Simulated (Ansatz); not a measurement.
## Electronic structure of C₂H₃In (SMILES C#[C][InH2]) in real space

| atom | x (Å) | y (Å) | z (Å) |
| --- | --- | --- | --- |
| C | -1.1065 | -2.4705 | -3.8803 |
| C | -1.9699 | -1.9398 | -3.1991 |
| In | -3.4609 | -1.0241 | -2.0196 |
| H | -0.3450 | -2.9371 | -4.4810 |
| H | -3.5351 | -1.4828 | -0.3622 |
| H | -4.4890 | 0.1118 | -2.8043 |

Geometry: PBE0-D3(BJ)/def2-SVP; core potentials replace the inner electrons of In.

Level of theory: Ansatz 0.2.0, isolated molecule in a Gaussian basis; Kohn-Sham density functional theory, functional PBE0.

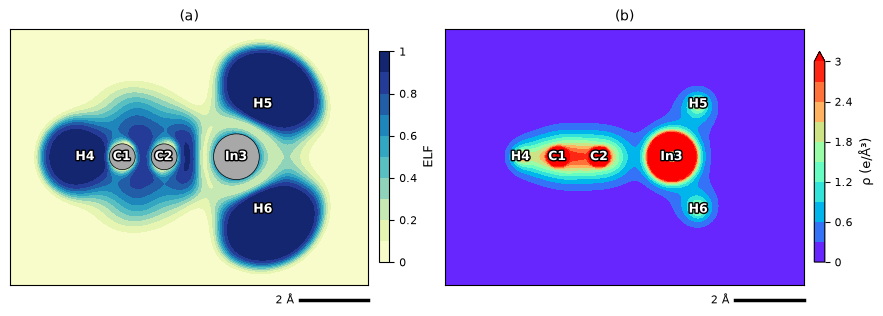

Figure 1. (a) electron localisation function; (b) electron density on the molecular plane. Grey discs cover the atomic cores in the ELF map.

Question: Describe what can be read from this map.

Answer: Atoms in the plane: C, In and H.
C–C (1.22 Å): the density is about 2.8 e/Å³ at the midpoint; the ELF peaks at about 0.85 between the atoms: a multiple bond.
C–In (2.11 Å): the density is about 0.69 e/Å³ at the midpoint; the ELF peaks at about 0.90 in the valence shell of C, 0.7 Å from its nucleus, and drops to about 0.15 between the two atoms.
C–H (1.08 Å): the density is about 2.1 e/Å³ at the midpoint; the ELF climbs to about 1 towards the hydrogen, as it does in any bond to H: a covalent bond by its length.
In–H (1.72 Å): ρ is about 1.2 e/Å³ halfway; the ELF climbs to about 1 towards the hydrogen.

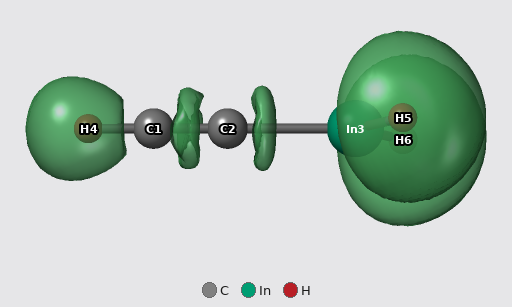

Figure 2. Isosurface of the electron localisation function at 0.85 (green), seen from one side. Only the valence region is drawn (cores and ρ < 0.01 e/Å³ removed).

Question: What do the ELF domains correspond to?

Answer: The surface consists of one region between bonded C–C atoms (shared pairs), three regions around hydrogen nuclei and one lobe of the valence shell of C pointing towards In (polar bonds).

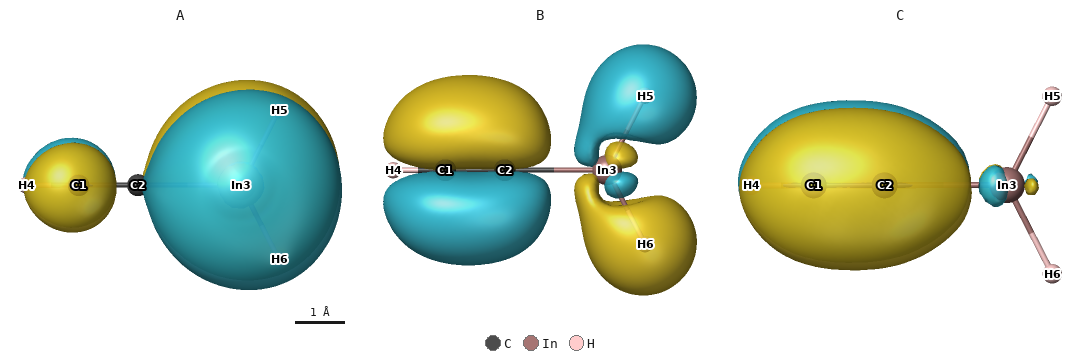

Figure 3. Three frontier orbitals at ±0.06 Å⁻³ᐟ² (yellow and cyan are the two phases), in no order.

Question: Order the three orbitals by energy and name them.

Answer: C is the HOMO−1 (−8.04 eV). It lies mainly on C2 (about 45 %) and C1 (about 45 %); it changes sign across the molecular plane (π type); π-bonding across C1–C2. B is the HOMO (−7.73 eV). By Hirshfeld shares it lies mainly on C1 (about 40 %), C2 (about 35 %), In3 (about 10 %), H5 (about 5 %) and H6 (about 5 %); it is symmetric in the molecular plane (an in-plane orbital: σ, lone-pair or in-plane π type). A is the LUMO (−2.03 eV). It lies mainly on In3 (about 75 %), C1 (about 10 %) and C2 (about 5 %); it changes sign across the molecular plane (π type).

Question: What is the HOMO–LUMO gap?

Answer: 5.70 eV between the orbital energies.
